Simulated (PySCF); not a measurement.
1,3,5-trisilacyclohexane, SMILES C1[SiH2]C[SiH2]C[SiH2]1 (C₃H₁₂Si₃) at its GFN2-xTB optimised geometry (Å):

```
18

C      0.7598     1.1561    -1.3597
Si    -1.1372     1.2472    -1.4068
C     -1.8376     0.1798     0.0000
Si    -1.2234    -1.6179     0.0000
C      0.6763    -1.6179     0.0000
Si     1.4606    -0.6090    -1.4058
H      1.1158     1.6551    -0.4581
H      1.1656     1.7236    -2.1954
H     -1.5763     2.6449    -1.2422
H     -1.6314     0.7584    -2.7018
H     -1.5831     0.6410     0.9545
H     -2.9249     0.1858    -0.0543
H     -1.7245    -2.3187     1.1963
H     -1.7255    -2.3199    -1.1896
H      1.0335    -2.6449    -0.0552
H      1.0304    -1.2289     0.9550
H      1.1600    -1.2348    -2.7012
H      2.9249    -0.5715    -1.2392
```

Method: PBE0/def2-SVP run with PySCF.

Map of the Laplacian of the electron density (e/bohr⁵) on the plane z = 1.0 Å:

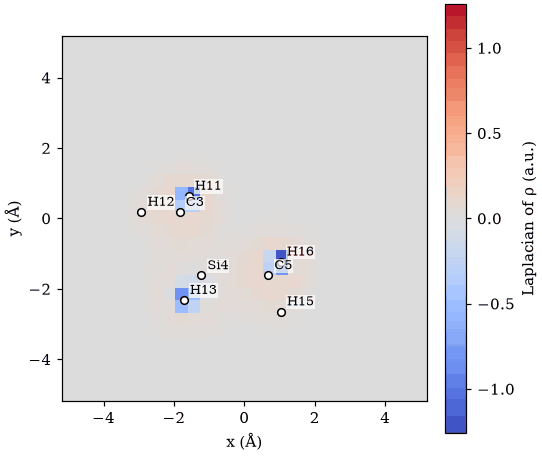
*Laplacian of the electron density (e/bohr⁵) on the plane z = 1.0 Å.*
